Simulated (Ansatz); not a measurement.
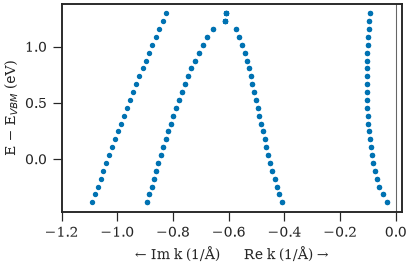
Figure. Complex bands at the centre of the two-dimensional zone; r2SCAN run with Ansatz (a quantum-chemistry and plane-wave program)

The gap is the functional's own, uncorrected, and κ follows it; spin-orbit coupling is left out. Mid-gap values are interpolated between the computed energies.

Problem. This is TePb (Fm-3m, rock salt, 2 atoms a cell, 33.8 Å³ an atom) along the normal of (001). Read off the slowest decay at the centre of the two-dimensional zone at 0.53 eV, the computed energy nearest the middle of the gap.

Solution. κ ≈ 0.10 1/Å, a decay length 1/(2κ) of the density of 4.8 Å.
